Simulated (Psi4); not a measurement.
ZnH$_{2}$: polarizability calculation (part 2 of 2)

Continued. System: ZnH$_{2}$. Method: CCSD/cc-pV(D+d)Z, RHF, sfX2C (Psi4 1.11). The geometry comes from this level: PBE0-D4/def2-TZVP.

Geometry of the input (Å):
```
Zn -0.0037  -0.0216  -0.0044
H  0.5906  1.3242  0.4655
H  -0.5979  -1.3674  -0.4744
```

The program's output, continued
```
MP2 correlation energy -0.3637859814007227
                Solving CC Amplitude Equations
                ------------------------------
  Iter             Energy              RMS        T1Diag      D1Diag    New D1Diag    D2Diag
  ----     ---------------------    ---------   ----------  ----------  ----------   --------
     0        -0.363785981400723    0.000e+00    0.000000    0.000000    0.000000    0.110321
     1        -0.319253290936001    8.475e-02    0.016929    0.040418    0.040418    0.135118
     2        -0.339025047981053    3.581e-02    0.014615    0.038556    0.038556    0.142683
     3        -0.342352917963571    1.418e-02    0.018059    0.050309    0.050309    0.150266
     4        -0.341529799162848    3.977e-03    0.018841    0.053652    0.053652    0.151592
     5        -0.341594166522606    1.878e-03    0.019240    0.055767    0.055767    0.152030
     6        -0.341707568759974    5.279e-04    0.019321    0.056199    0.056199    0.152110
     7        -0.341689076932942    1.629e-04    0.019331    0.056278    0.056278    0.152117
     8        -0.341689628026183    4.062e-05    0.019335    0.056304    0.056304    0.152124
     9        -0.341691775787121    1.091e-05    0.019335    0.056304    0.056304    0.152124
    10        -0.341691359565490    4.998e-06    0.019336    0.056308    0.056308    0.152124
    11        -0.341691393298871    1.780e-06    0.019336    0.056308    0.056308    0.152124
    12        -0.341691410142963    7.220e-07    0.019336    0.056309    0.056309    0.152124
    13        -0.341691356428987    1.722e-07    0.019336    0.056309    0.056309    0.152123
    14        -0.341691367708397    5.698e-08    0.019336    0.056309    0.056309    0.152123
    15        -0.341691368968020    1.960e-08    0.019336    0.056309    0.056309    0.152123
    16        -0.341691368401764    6.599e-09    0.019336    0.056309    0.056309    0.152123

    Iterations converged.

    Largest TIA Amplitudes:
              5   4        -0.0425608094
              4   9        -0.0213631996
              3  10        -0.0213631994
              2   4         0.0209541742
              2   2        -0.0208906658
              2   8        -0.0184533182
              0  12        -0.0172678332
              1  11        -0.0169708675
              5   2         0.0149939403
              5  20         0.0101161684

    Largest TIjAb Amplitudes:
      6   6   4   4        -0.0537452383
      5   5   4   4        -0.0329290757
      6   6   2   4         0.0304327367
      6   6   4   2         0.0304327367
      6   6   8   8        -0.0297327351
      5   5   0   0        -0.0276326431
      5   5   1   1        -0.0276326429
      5   6   4   7        -0.0273554876
      6   5   7   4        -0.0273554876
      6   6   2   2        -0.0264141776

    SCF energy       (wfn)                    = -1792.130477602076098
    Reference energy (file100)                = -1792.130477602071778

    Opposite-spin MP2 correlation energy      =   -0.243486208763346
    Same-spin MP2 correlation energy          =   -0.120299772637377
    Singles MP2 correlation energy            =   -0.000000000000000
    MP2 correlation energy                    =   -0.363785981400723
      * MP2 total energy                      = -1792.494263583472502

    Opposite-spin CCSD correlation energy     =   -0.240363715696786
    Same-spin CCSD correlation energy         =   -0.101327652704980
    Singles CCSD correlation energy           =    0.000000000000000
    CCSD correlation energy                   =   -0.341691368401764
      * CCSD total energy                     = -1792.472168970473604

			**************************
			*                        *
			*         CCHBAR         *
			*                        *
			**************************

			**************************
			*        CCLAMBDA        *
			**************************

	Nuclear Rep. energy (wfn)     =   20.729909730469121
	Reference           (wfn)     =                    0
	SCF energy          (wfn)     = -1792.130477602076098
	Reference energy    (CC_INFO) = -1792.130477602071778
	CCSD energy         (CC_INFO) =   -0.341691368401764
	Total CCSD energy   (CC_INFO) = -1792.472168970473604

	Input parameters:
	-----------------
	Maxiter           =     50
	Convergence       = 1.0e-07
	Restart           =     No
	Cache Level       =     2
	Model III         =     No
	DIIS              =     Yes
	AO Basis          =     No
	ABCD              =     NEW
	Local CC          =     No
	Parameters for left-handed eigenvectors:
	    Irr   Root  Ground-State?    EOM energy        R0
	  1   0     0        Yes       0.0000000000   1.0000000000
	Labels for eigenvector 1:
	LIA 0 -1, Lia 0 -1, LIJAB 0 -1, Lijab 0 -1, LIjAb 0 -1, 2LIjAb - LIjbA 0 -1
	Deleting old CC_LAMBDA data.
	Symmetry of left-hand state: A
	Symmetry of left-hand eigenvector: A

	          Solving Lambda Equations
	          ------------------------
	Iter     PseudoEnergy or Norm         RMS
	----     ---------------------     --------
	   0        -0.342348620171234    0.000e+00
	   1        -0.343552258860071    3.864e-02
	   2        -0.339318157003272    9.826e-03
	   3        -0.339275832835224    4.651e-03
	   4        -0.338979644644450    1.434e-03
	   5        -0.338974903156409    6.375e-04
	   6        -0.338997360917705    1.762e-04
	   7        -0.338989740787931    5.560e-05
	   8        -0.338990696608802    1.342e-05
	   9        -0.338990777271446    3.498e-06
	  10        -0.338990633917618    1.267e-06
	  11        -0.338990671251239    3.967e-07
	  12        -0.338990653011400    1.330e-07
	  13        -0.338990652175273    4.475e-08

	Largest LIA Amplitudes:
	          5   4        -0.0386867270
	          2   2        -0.0130077171
	          4   9        -0.0106287590
	          3  10        -0.0106287589
	          2   8        -0.0104935385
	          5  20         0.0104383962
	          6   3         0.0101409378
	          2   4         0.0098694706
	          6  13         0.0095800849
	          5   2         0.0078879332

	Largest LIjAb Amplitudes:
	  6   6   4   4        -0.0520368546
	  5   5   4   4        -0.0311093111
	  6   6   2   4         0.0290503921
	  6   6   4   2         0.0290503921
	  6   6   8   8        -0.0285577920
	  5   6   4   7        -0.0264778097
	  6   5   7   4        -0.0264778097
	  5   5   0   0        -0.0262714290
	  5   5   1   1        -0.0262714289
	  6   6   2   2        -0.0250723211

	Iterations converged.

	Overlap <L|e^T> =        0.90896348319
			**************************
			*                        *
			*       ccresponse       *
			*                        *
			**************************

	Input parameters:
	-----------------
	Property         =    POLARIZABILITY
	Reference wfn    =    RHF
	Memory (Mbytes)  =    1600.0
	Cache Level      =    0
	Print Level      =    1
	Maxiter          =    50
	Convergence      =    1.0e-07
	Restart          =    Allowed
	DIIS             =    Yes
	Model III        =    No
	Linear Model     =    No
	ABCD             =    NEW
	Irrep X          =    A
	Irrep Y          =    A
	Irrep Z          =    A
	Irrep RX         =    A
	Irrep RY         =    A
	Irrep RZ         =    A
	Gauge            =    LENGTH
	Applied field  0 =    0.077 E_h (589.00 nm, 2.105 eV, 16977.93 cm-1)
	Analyze X2 Amps  =    No
	Local CC         =    No

	Computing Mu_X-Perturbed Wave Function (0.077 E_h).
	Iter   Pseudopolarizability       RMS
	----   --------------------   -----------
	   0        14.188069671934
	   1        19.456956620579    1.053e+00
	   2        26.172536691905    6.380e-01
	   3        26.497557889277    1.211e-01
	   4        26.797810386144    6.871e-02
	   5        26.837770729498    1.945e-02
	   6        26.843353076904    1.045e-02
	   7        26.850322678420    3.327e-03
	   8        26.854047948939    8.654e-04
	   9        26.853488529850    2.767e-04
	  10        26.853514670046    8.650e-05
	  11        26.853489871135    2.536e-05
	  12        26.853514993645    1.136e-05
	  13        26.853523335926    4.447e-06
	  14        26.853526700640    2.191e-06
	  15        26.853525293972    8.064e-07
	  16        26.853524517036    4.245e-07
	  17        26.853524329880    1.257e-07
	-----------------------------------------
	Converged Mu_X-Perturbed Wfn to 4.512e-08

	Computing Mu_X-Perturbed Wave Function (-0.077 E_h).
	Iter   Pseudopolarizability       RMS
	----   --------------------   -----------
	   0        11.341333106229
	   1        14.652541541114    6.593e-01
	   2        17.500431157399    3.314e-01
	   3        17.577510616408    5.384e-02
	   4        17.650084617204    2.648e-02
	   5        17.660254242686    6.351e-03
	   6        17.661524484404    2.880e-03
	   7        17.662683154900    7.611e-04
	   8        17.663191274844    1.585e-04
	   9        17.663149153026    4.509e-05
	  10        17.663154655882    1.326e-05
	  11        17.663153471416    3.395e-06
	  12        17.663155296271    1.253e-06
	  13        17.663156149585    4.086e-07
	  14        17.663156428880    1.627e-07
	-----------------------------------------
	Converged Mu_X-Perturbed Wfn to 5.470e-08

	Computing Mu_Y-Perturbed Wave Function (0.077 E_h).
	Iter   Pseudopolarizability       RMS
	----   --------------------   -----------
	   0        14.188069683923
	   1        19.456956637872    1.053e+00
	   2        26.172536717674    6.380e-01
	   3        26.497557915374    1.211e-01
	   4        26.797810412774    6.871e-02
	   5        26.837770756250    1.945e-02
	   6        26.843353103609    1.045e-02
	   7        26.850322705109    3.327e-03
	   8        26.854047975638    8.654e-04
	   9        26.853488556548    2.767e-04
	  10        26.853514696743    8.650e-05
	  11        26.853489897830    2.536e-05
	  12        26.853515020339    1.136e-05
	  13        26.853523362621    4.447e-06
	  14        26.853526727335    2.191e-06
	  15        26.853525320668    8.064e-07
	  16        26.853524543731    4.245e-07
	  17        26.853524356576    1.257e-07
	-----------------------------------------
	Converged Mu_Y-Perturbed Wfn to 4.512e-08

	Computing Mu_Y-Perturbed Wave Function (-0.077 E_h).
	Iter   Pseudopolarizability       RMS
	----   --------------------   -----------
	   0        11.341333115535
	   1        14.652541553631    6.593e-01
	   2        17.500431173390    3.314e-01
	   3        17.577510632432    5.384e-02
	   4        17.650084633289    2.648e-02
	   5        17.660254258782    6.351e-03
	   6        17.661524500490    2.880e-03
	   7        17.662683170983    7.611e-04
	   8        17.663191290928    1.585e-04
	   9        17.663149169109    4.509e-05
	  10        17.663154671966    1.326e-05
	  11        17.663153487499    3.395e-06
	  12        17.663155312354    1.253e-06
	  13        17.663156165668    4.086e-07
	  14        17.663156444964    1.627e-07
	-----------------------------------------
	Converged Mu_Y-Perturbed Wfn to 5.470e-08

	Computing Mu_Z-Perturbed Wave Function (0.077 E_h).
	Iter   Pseudopolarizability       RMS
	----   --------------------   -----------
	   0        20.177497925787
	   1        28.920744308101    1.334e+00
	   2        40.670528428163    7.852e-01
	   3        40.916416546726    9.807e-02
	   4        41.126204246152    4.362e-02
	   5        41.155818030804    1.070e-02
	   6        41.146262563216    4.619e-03
	   7        41.147105182547    1.863e-03
	   8        41.150219380308    8.620e-04
	   9        41.150291586066    2.730e-04
	  10        41.150307128156    1.206e-04
	  11        41.150271608381    4.138e-05
	  12        41.150295892758    1.562e-05
	  13        41.150318799093    4.338e-06
	  14        41.150328252583    1.626e-06
	  15        41.150332016634    6.854e-07
	  16        41.150332604811    2.489e-07
	-----------------------------------------
	Converged Mu_Z-Perturbed Wfn to 8.705e-08

	Computing Mu_Z-Perturbed Wave Function (-0.077 E_h).
	Iter   Pseudopolarizability       RMS
	----   --------------------   -----------
	   0        16.096111993519
	   1        21.758877423124    8.757e-01
	   2        27.033463531262    4.347e-01
	   3        27.113708113397    4.813e-02
	   4        27.175913943659    2.042e-02
	   5        27.183956647263    4.788e-03
	   6        27.182574855835    2.180e-03
	   7        27.183489481912    7.653e-04
	   8        27.184178434540    2.277e-04
	   9        27.184174965454    4.825e-05
	  10        27.184170451313    1.491e-05
	  11        27.184165734208    4.896e-06
	  12        27.184166424190    1.246e-06
	  13        27.184167803901    3.971e-07
	  14        27.184168410017    1.161e-07
	-----------------------------------------
	Converged Mu_Z-Perturbed Wfn to 4.867e-08

	Computing <<Mu;Mu>_(0.077) tensor.

                 CCSD Dipole Polarizability (Length Gauge) [(e^2 a0^2)/E_h]:
  -------------------------------------------------------------------------
   Evaluated at omega = 0.077357 E_h (589.00 nm, 2.105 eV, 16977.93 cm-1)
  -------------------------------------------------------------------------

                   0                     1                     2

    0     21.179674790184645     0.000000061765607    -0.000339458170893
    1      0.000000061765607    21.179674810278950    -0.000399099563052
    2     -0.000339458170893    -0.000399099563052    32.641824641497976

	alpha_(0.077) =      25.000391413987 a.u.

    Psi4 run time: 0:00:50.52
```

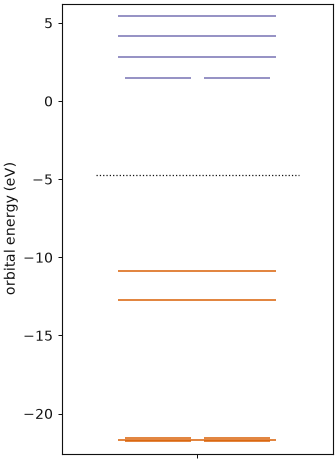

Fig. 1: Orbital energies near the frontier (SCF reference); the dotted line parts filled from empty levels, and levels within 0.02 eV of each other stand side by side. Highest filled −10.88 eV, lowest empty 1.48 eV, 12.36 eV apart.

Key numbers

| quantity | value |
| --- | --- |
| outcome | converged |
| total energy | −1792.472169 hartree |
| SCF energy | −1792.130478 hartree |
| MP2 energy | −1792.494264 hartree |
| CCSD energy | −1792.472169 hartree |
| correlation energy | −0.341691 hartree |
| basis functions | 53 |
| T1 diagnostic | 0.019 |
| HOMO of the SCF reference | −10.88 eV |
| LUMO of the SCF reference | 1.48 eV |
| wall time | 52 s |
| peak memory | 1.2 GiB |

Remarks

Settings chosen away from the usual ones: num_frozen_uocc set to 4.
